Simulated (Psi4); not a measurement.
# Energy and gradient calculation, with input and output: InNH6

The run: energy and gradient calculation of InNH6 (In(NH3)H3). Method and program: CAM-B3LYP/def2-SVPD, RKS, core potentials def2 (Psi4 1.11).

The geometry comes from this level: GFN2-xTB.

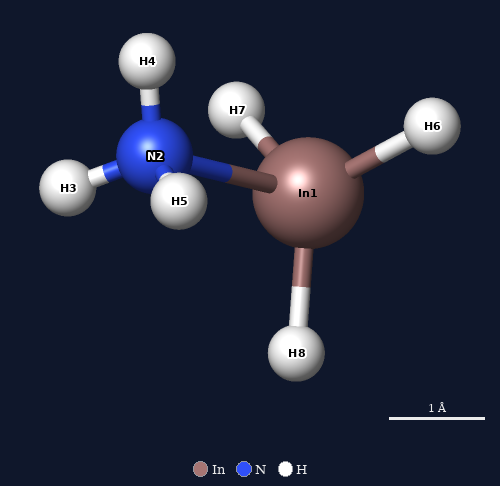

Figure 1. The structure as given in the input (ball-and-stick view, seen at a tilt; atoms are numbered from 1 in the order of the input). Sticks mark near contacts. Bond lengths as drawn: H–In 1.69 Å, H–N 1.02 Å and In–N 2.36 Å.

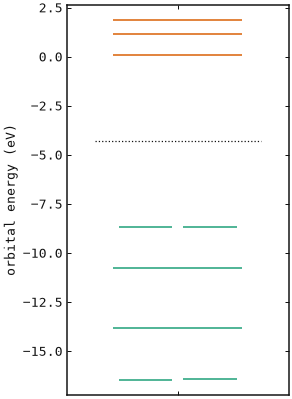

Figure 2. Orbital energies near the frontier; the dotted line parts filled from empty levels, and levels within 0.02 eV of each other stand side by side. Highest filled −8.68 eV, lowest empty 0.08 eV, 8.76 eV apart.

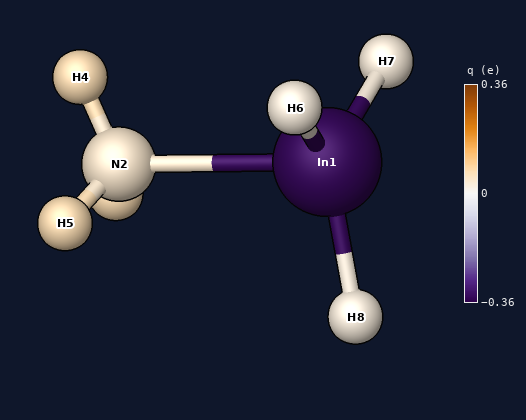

Figure 3. Mulliken charges, as the colour of each atom (ball-and-stick view, seen at a tilt; atoms are numbered from 1 in the order of the input). By element: In −0.34, N +0.04 and H +0.03 to +0.07 e.

The input that produced these results follows, with the program's output.

Input (calc.inp)
```
memory 1600 mb

molecule {
  In    -0.002430     0.004770    -1.240570
  N      0.001030    -0.002420     1.124050
  H     -0.948260     0.032420     1.488370
  H      0.509990     0.799560     1.488490
  H      0.445320    -0.846710     1.478600
  H      1.673370    -0.017650    -1.445880
  H     -0.820140     1.466400    -1.447400
  H     -0.858890    -1.436370    -1.445640
  symmetry c1
}

set globals {
  basis                def2-SVPD
  puream               true
  e_convergence        1e-09
  d_convergence        1e-08
  scf_type             pk
  dft_radial_points    99
  dft_spherical_points 590
}

e, wfn = gradient('cam-b3lyp', return_wfn=True)
oeprop(wfn, 'DIPOLE', 'MULLIKEN_CHARGES', 'QUADRUPOLE', title='CAM-B3LYP')
print_variables()
```

Run as:
```bash
psi4 -i calc.inp -o calc.out -n 1
```

The program's output
```
Psi4 1.11 release

gradient() will perform analytic gradient computation.

   => Loading Basis Set <=

    Name: DEF2-SVPD
    Role: ORBITAL
    Keyword: BASIS

    !!!  WARNING: ECP capability is in beta. Please check occupations closely.  !!!

         ---------------------------------------------------------
                                   SCF
                              RKS Reference
                        1 Threads,   1525 MiB Core
         ---------------------------------------------------------

  ==> Geometry <==

    Molecular point group: c1
    Full point group: C1

    Geometry (in Angstrom), charge = 0, multiplicity = 1:

       Center              X                  Y                   Z               Mass
    ------------   -----------------  -----------------  -----------------  -----------------
         IN          -0.000478278882     0.000977329595    -0.301814655860   114.903878776000
         N            0.002981721118    -0.006212670405     2.062805344140    14.003074004430
         H           -0.946308278882     0.028627329595     2.427125344140     1.007825032230
         H            0.511941721118     0.795767329595     2.427245344140     1.007825032230
         H            0.447271721118    -0.850502670405     2.417355344140     1.007825032230
         H            1.675321721118    -0.021442670405    -0.507124655860     1.007825032230
         H           -0.818188278882     1.462607329595    -0.508644655860     1.007825032230
         H           -0.856938278882    -1.440162670405    -0.506884655860     1.007825032230

  Running in c1 symmetry.

  Rotational constants: A =      1.50164  B =      0.17894  C =      0.17893 [cm^-1]
  Rotational constants: A =  45018.01052  B =   5364.54974  C =   5364.30942 [MHz]
  Nuclear repulsion =   81.618021435875789

  Charge       = 0
  Multiplicity = 1
  Electrons    = 34
  Nalpha       = 17
  Nbeta        = 17

  ==> Algorithm <==

  SCF Algorithm Type is PK.
  DIIS enabled.
  MOM disabled.
  Fractional occupation disabled.
  Guess Type is SAD.
  Energy threshold   = 1.00e-09
  Density threshold  = 1.00e-08
  Integral threshold = 1.00e-12

  ==> Primary Basis <==

  Basis Set: DEF2-SVPD
    Blend: DEF2-SVPD
    Number of shells: 44
    Number of basis functions: 100
    Number of Cartesian functions: 105
    Spherical Harmonics?: true
    Max angular momentum: 2

  Core potential: DEF2-SVPD
    Number of shells: 4
    Number of ECP primitives: 18
    Number of ECP core electrons: 28
    Max angular momentum: 3

  ==> DFT Potential <==

   => LibXC <=

    Version 7.1.2

   => Composite Functional: CAM-B3LYP <=

    CAM-B3LYP Hyb-GGA Exchange-Correlation Functional

    Deriv               =              1
    GGA                 =           TRUE
    Meta                =          FALSE

    Exchange Hybrid     =           TRUE
    MP2 Hybrid          =          FALSE

   => Exchange Functionals <=

    0.3500         Becke 88 [omega = 0.3300]
    0.4600   Short-range recipe for B88 functional - erf [omega = 0.3300]

   => Exact (HF) Exchange <=

    0.4600            HF,LR [omega = 0.3300]
    0.1900               HF

   => Correlation Functionals <=

    0.1900   Vosko, Wilk & Nusair (VWN5)
    0.8100   Lee, Yang & Parr

   => LibXC Density Thresholds  <==

    XC_HYB_GGA_XC_CAM_B3LYP:  1.00E-14

   => Molecular Quadrature <=

    Radial Scheme          =       TREUTLER
    Pruning Scheme         =           NONE
    Nuclear Scheme         =       TREUTLER

    Blocking Scheme        =         OCTREE
    BS radius alpha        =              1
    Pruning alpha          =              1
    Radial Points          =             99
    Spherical Points       =            590
    Total Points           =         446925
    Total Blocks           =           3215
    Max Points             =            256
    Max Functions          =            100
    Weights Tolerance      =       1.00E-15

  ==> Integral Setup <==

  Using in-core PK algorithm.
   Calculation information:
      Number of atoms:                   8
      Number of AO shells:              44
      Number of primitives:             75
      Number of atomic orbitals:       105
      Number of basis functions:       100

      Integral cutoff                 1.00e-12
      Number of threads:                 1

  Performing in-core PK
  Using 38261325 doubles for integral storage.
  We computed 488539 shell quartets total.
  Whereas there are 490545 unique shell quartets.

  Computing range-separated integrals for PK
  We computed 488539 wK shell quartets total.
  Whereas there are 490545 wK unique shell quartets.

  ==> DiskJK: Disk-Based J/K Matrices <==

    J tasked:                  Yes
    K tasked:                  Yes
    wK tasked:                 Yes
    Omega:               3.300E-01
    Memory [MiB]:              762
    Schwarz Cutoff:          1E-12

  Cached 25.0% of DFT collocation blocks in 0.290 [GiB].

  Minimum eigenvalue in the overlap matrix is 2.6987319817E-04.
  Reciprocal condition number of the overlap matrix is 3.4640420674E-05.
    Using symmetric orthogonalization.

  ==> Pre-Iterations <==

  SCF Guess: Superposition of Atomic Densities via on-the-fly atomic UHF (no occupation information).

   -------------------------
    Irrep   Nso     Nmo
   -------------------------
     A        100     100
   -------------------------
    Total     100     100
   -------------------------

  ==> Iterations <==

                        Total Energy        Delta E     RMS |[F,P]|

   @RKS iter SAD:  -247.16514019225681   -2.47165e+02   0.00000e+00
   @RKS iter   1:  -248.14609145601759   -9.80951e-01   6.78002e-03 ADIIS/DIIS
   @RKS iter   2:  -248.18445129171593   -3.83598e-02   6.70749e-03 ADIIS/DIIS
   @RKS iter   3:  -248.37693340903570   -1.92482e-01   7.02839e-04 ADIIS/DIIS
   @RKS iter   4:  -248.37909387666053   -2.16047e-03   2.07850e-04 ADIIS/DIIS
   @RKS iter   5:  -248.37925007452975   -1.56198e-04   1.70736e-05 DIIS
   @RKS iter   6:  -248.37925273200997   -2.65748e-06   3.30802e-06 DIIS
   @RKS iter   7:  -248.37925282803812   -9.60281e-08   5.06703e-07 DIIS
   @RKS iter   8:  -248.37925283108788   -3.04976e-09   7.39038e-08 DIIS
   @RKS iter   9:  -248.37925283118679   -9.89075e-11   2.14630e-08 DIIS
   @RKS iter  10:  -248.37925283119247   -5.68434e-12   3.16978e-09 DIIS
  Energy and wave function converged.

  ==> Post-Iterations <==

   Electrons on quadrature grid:
      Ntotal   =   34.0000015008 ; deviation = 1.501e-06

    Orbital Energies [Eh]
    ---------------------

    Doubly Occupied:

       1A    -14.463248     2A     -4.706771     3A     -3.114952
       4A     -3.107489     5A     -3.107480     6A     -0.998915
       7A     -0.801050     8A     -0.795966     9A     -0.795933
      10A     -0.791659    11A     -0.791653    12A     -0.604427
      13A     -0.604250    14A     -0.507632    15A     -0.396500
      16A     -0.318953    17A     -0.318825

    Virtual:

      18A      0.002948    19A      0.042079    20A      0.068131
      21A      0.071498    22A      0.071564    23A      0.087916
      24A      0.088023    25A      0.129471    26A      0.129513
      27A      0.147523    28A      0.147658    29A      0.151699
      30A      0.174201    31A      0.182542    32A      0.199984
      33A      0.200081    34A      0.235055    35A      0.235112
      36A      0.244793    37A      0.291997    38A      0.292447
      39A      0.296089    40A      0.304021    41A      0.338388
      42A      0.338465    43A      0.384922    44A      0.389261
      45A      0.390162    46A      0.390433    47A      0.435096
      48A      0.435381    49A      0.445812    50A      0.471024
      51A      0.500754    52A      0.502785    53A      0.503463
      54A      0.557344    55A      0.557780    56A      0.602089
      57A      0.602101    58A      0.636161    59A      0.656272
      60A      0.656398    61A      0.703127    62A      0.703583
      63A      0.744164    64A      0.930290    65A      0.930687
      66A      0.996472    67A      1.023896    68A      1.077601
      69A      1.078836    70A      1.314109    71A      1.426260
      72A      1.428437    73A      1.428560    74A      1.717239
      75A      1.751995    76A      1.756228    77A      1.756465
      78A      1.820160    79A      1.833751    80A      1.833960
      81A      1.899147    82A      1.911047    83A      1.912325
      84A      2.021556    85A      2.044624    86A      2.044791
      87A      2.140359    88A      2.140484    89A      2.180522
      90A      2.181510    91A      2.570495    92A      2.867107
      93A      2.867277    94A      3.014754    95A      3.510459
      96A      3.510721    97A     17.438479    98A     17.707071
      99A     17.707785   100A     60.953874

    Final Occupation by Irrep:
              A
    DOCC [    17 ]
    NA   [    17 ]
    NB   [    17 ]

  @RKS Final Energy:  -248.37925283119247

   => Energetics <=

    Nuclear Repulsion Energy =             81.6180214358757894
    One-Electron Energy =                -575.2349415734400964
    Two-Electron Energy =                 263.6952213437244268
    DFT Exchange-Correlation Energy =     -18.4575540373525904
    Empirical Dispersion Energy =           0.0000000000000000
    VV10 Nonlocal Energy =                  0.0000000000000000
    Total Energy =                       -248.3792528311924741

Computation Completed

Properties will be evaluated at   0.000000,   0.000000,   0.000000 [a0]

Properties computed using the SCF density matrix

 Multipole Moments:

 ------------------------------------------------------------------------------------
     Multipole            Electronic (a.u.)      Nuclear  (a.u.)        Total (a.u.)
 ------------------------------------------------------------------------------------

 L = 1.  Multiply by 2.5417464519 to convert [e a0] to [Debye]
 Dipole X            :         -0.0434278            0.0452183            0.0017906
 Dipole Y            :          0.0868568           -0.0908406           -0.0039838
 Dipole Z            :        -24.2782354           26.1738439            1.8956085
 Magnitude           :                                                    1.8956136

 ------------------------------------------------------------------------------------

	total time  =         45 seconds =       0.75 minutes

         ------------------------------------------------------------
                                   SCF GRAD
         ------------------------------------------------------------

  ==> Geometry <==

    Molecular point group: c1
    Full point group: C1

    Geometry (in Angstrom), charge = 0, multiplicity = 1:

       Center              X                  Y                   Z               Mass
    ------------   -----------------  -----------------  -----------------  -----------------
         IN          -0.000478278882     0.000977329595    -0.301814655860   114.903878776000
         N            0.002981721118    -0.006212670405     2.062805344140    14.003074004430
         H           -0.946308278882     0.028627329595     2.427125344140     1.007825032230
         H            0.511941721118     0.795767329595     2.427245344140     1.007825032230
         H            0.447271721118    -0.850502670405     2.417355344140     1.007825032230
         H            1.675321721118    -0.021442670405    -0.507124655860     1.007825032230
         H           -0.818188278882     1.462607329595    -0.508644655860     1.007825032230
         H           -0.856938278882    -1.440162670405    -0.506884655860     1.007825032230

  Nuclear repulsion =   81.618021435875789

  ==> Basis Set <==

  Basis Set: DEF2-SVPD
    Blend: DEF2-SVPD
    Number of shells: 44
    Number of basis functions: 100
    Number of Cartesian functions: 105
    Spherical Harmonics?: true
    Max angular momentum: 2

  Core potential: DEF2-SVPD
    Number of shells: 4
    Number of ECP primitives: 18
    Number of ECP core electrons: 28
    Max angular momentum: 3

  ==> DirectJKGrad: Integral-Direct SCF Gradients <==

    Gradient:                    1
    J tasked:                  Yes
    K tasked:                  Yes
    wK tasked:                 Yes
    Omega:               3.300E-01
    Integrals threads:           1
    Schwarz Cutoff:          1E-12

  ==> DFT Potential <==

   => LibXC <=

    Version 7.1.2

   => Composite Functional: CAM-B3LYP <=

    CAM-B3LYP Hyb-GGA Exchange-Correlation Functional

    Deriv               =              1
    GGA                 =           TRUE
    Meta                =          FALSE

    Exchange Hybrid     =           TRUE
    MP2 Hybrid          =          FALSE

   => Exchange Functionals <=

    0.3500         Becke 88 [omega = 0.3300]
    0.4600   Short-range recipe for B88 functional - erf [omega = 0.3300]

   => Exact (HF) Exchange <=

    0.4600            HF,LR [omega = 0.3300]
    0.1900               HF

   => Correlation Functionals <=

    0.1900   Vosko, Wilk & Nusair (VWN5)
    0.8100   Lee, Yang & Parr

   => LibXC Density Thresholds  <==

    XC_HYB_GGA_XC_CAM_B3LYP:  1.00E-14

   => Molecular Quadrature <=

    Radial Scheme          =       TREUTLER
    Pruning Scheme         =           NONE
    Nuclear Scheme         =       TREUTLER

    Blocking Scheme        =         OCTREE
    BS radius alpha        =              1
    Pruning alpha          =              1
    Radial Points          =             99
    Spherical Points       =            590
    Total Points           =         446925
    Total Blocks           =           3215
    Max Points             =            256
    Max Functions          =            100
    Weights Tolerance      =       1.00E-15

  -Total Gradient:
     Atom            X                  Y                   Z
    ------   -----------------  -----------------  -----------------
       1       -0.000053388243     0.000282175815     0.001689396545
       2       -0.000160568148     0.000306610655    -0.004134187363
       3        0.000054599762    -0.000010533440    -0.000304387541
       4       -0.000017010550    -0.000094059231    -0.000310698042
       5        0.000130808131    -0.000225667632    -0.000200298786
       6       -0.012360959105     0.000177179082     0.001099774216
       7        0.006143405386    -0.010942082345     0.001063068291
       8        0.006263214751     0.010506387420     0.001094620183

	total time  =         27 seconds =       0.45 minutes

Properties will be evaluated at   0.000000,   0.000000,   0.000000 [a0]

Properties computed using the CAM-B3LYP density matrix

 Multipole Moments:

 ------------------------------------------------------------------------------------
     Multipole            Electronic (a.u.)      Nuclear  (a.u.)        Total (a.u.)
 ------------------------------------------------------------------------------------

 L = 1.  Multiply by 2.5417464519 to convert [e a0] to [Debye]
 Dipole X            :         -0.0434278            0.0452183            0.0017906
 Dipole Y            :          0.0868568           -0.0908406           -0.0039838
 Dipole Z            :        -24.2782354           26.1738439            1.8956085
 Magnitude           :                                                    1.8956136

 L = 2.  Multiply by 1.3450342976 to convert [e a0^2] to [Debye ang]
 Quadrupole XX       :        -47.2684611           19.8843348          -27.3841263
 Quadrupole XY       :         -0.0083500            0.0045349           -0.0038151
 Quadrupole XZ       :         -0.2524818            0.2643995            0.0119177
 Quadrupole YY       :        -47.2788703           19.8960402          -27.3828300
 Quadrupole YZ       :          0.5266039           -0.5497389           -0.0231350
 Quadrupole ZZ       :       -195.3450434          178.9031563          -16.4418871
 Traceless XX        :         49.3623305          -53.0101756           -3.6478452
 Traceless YY        :         49.3519213          -52.9984702           -3.6465489
 Traceless ZZ        :        -98.7142518          106.0086459            7.2943941

 ------------------------------------------------------------------------------------
  Mulliken Charges: (a.u.)
   Center  Symbol    Alpha    Beta     Spin     Total
       1    IN    10.66970 10.66970  0.00000 -0.33941
       2     N     3.47874  3.47874  0.00000  0.04252
       3     H     0.46457  0.46457  0.00000  0.07086
       4     H     0.46461  0.46461  0.00000  0.07079
       5     H     0.46426  0.46426  0.00000  0.07148
       6     H     0.48611  0.48611  0.00000  0.02777
       7     H     0.48580  0.48580  0.00000  0.02839
       8     H     0.48621  0.48621  0.00000  0.02758

   Total alpha = 17.00000, Total beta = 17.00000, Total charge =  0.00000

  Variable Map:
  ----------------------------------------------------------------------------
  "CURRENT ENERGY"              =>    -248.379252831192
  "CURRENT REFERENCE ENERGY"    =>    -248.379252831192
  "DD SOLVATION ENERGY"         =>       0.000000000000
  "DFT FUNCTIONAL TOTAL ENERGY" =>    -248.379252831192
  "DFT TOTAL ENERGY"            =>    -248.379252831192
  "DFT VV10 ENERGY"             =>       0.000000000000
  "DFT XC ENERGY"               =>     -18.457554037353
  "GRID ELECTRONS ALPHA"        =>      17.000000750409
  "GRID ELECTRONS BETA"         =>      17.000000750409
  "GRID ELECTRONS TOTAL"        =>      34.000001500818
  "NUCLEAR REPULSION ENERGY"    =>      81.618021435876
  "ONE-ELECTRON ENERGY"         =>    -575.234941573440
  "PCM POLARIZATION ENERGY"     =>       0.000000000000
  "PE ENERGY"                   =>       0.000000000000
  "SCF ITERATION ENERGY"        =>    -248.379252831192
  "SCF ITERATIONS"              =>      10.000000000000
  "SCF TOTAL ENERGY"            =>    -248.379252831192
  "TWO-ELECTRON ENERGY"         =>     263.695221343724
  "XC GRID RADIAL POINTS"       =>      99.000000000000
  "XC GRID SPHERICAL POINTS"    =>     590.000000000000
  "XC GRID TOTAL POINTS"        =>  446925.000000000000

  Array Variable Map:
  ----------------------------------------------------------------------------
  "CAM-B3LYP DIPOLE"            =>       0.001790574057 ... 1.895608522092 1 by 3
  "CAM-B3LYP QUADRUPOLE"        =>     -27.384126317064 ... -16.441887050777 1 by 6
  "CURRENT DIPOLE"              =>       0.001790574057 ... 1.895608522092 1 by 3
  "CURRENT GRADIENT"            =>      -0.000053388243 ... 0.001094620183 8 by 3
  "DFT TOTAL GRADIENT"          =>      -0.000053388243 ... 0.001094620183 8 by 3
  "SCF DIPOLE"                  =>       0.001790574057 ... 1.895608522092 1 by 3
  "SCF TOTAL ENERGIES"          =>    -247.165140192257 ... -248.379252831192 1 by 11
  "SCF TOTAL GRADIENT"          =>      -0.000053388243 ... 0.001094620183 8 by 3

    Psi4 run time: 0:01:12.80
```

Results in brief

```json
{"quantity": "outcome", "value": "converged"}
{"quantity": "total energy", "value": "−248.379253 hartree"}
{"quantity": "basis functions", "value": "100"}
{"quantity": "largest force", "value": "0.648 eV/Å"}
{"quantity": "HOMO", "value": "−8.68 eV"}
{"quantity": "LUMO", "value": "0.08 eV"}
{"quantity": "dipole moment", "value": "4.82 D"}
{"quantity": "hardware", "value": "1 thread of Intel Xeon @ 2.50GHz (Skylake/Cascade Lake), 12 GiB of memory available, shared host"}
{"quantity": "wall time", "value": "75 s"}
{"quantity": "peak memory", "value": "0.83 GiB"}
```
